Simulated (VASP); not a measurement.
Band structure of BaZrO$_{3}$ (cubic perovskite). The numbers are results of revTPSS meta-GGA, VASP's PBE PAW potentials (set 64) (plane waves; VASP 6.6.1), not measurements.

Unless said otherwise, spin-orbit coupling is left out, though it shifts the bands of the heavy elements here.

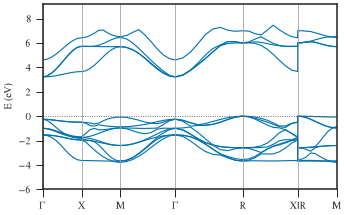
*Bands along high-symmetry lines, zero at the valence-band maximum or, without a gap, the Fermi level*

Read the plot: is there a gap, and where are the band edges?

The gap is indirect, 3.21 eV, from the valence maximum at R to the conduction minimum at Γ.

The compound is BaZrO3 in the cubic perovskite structure. It was relaxed first.
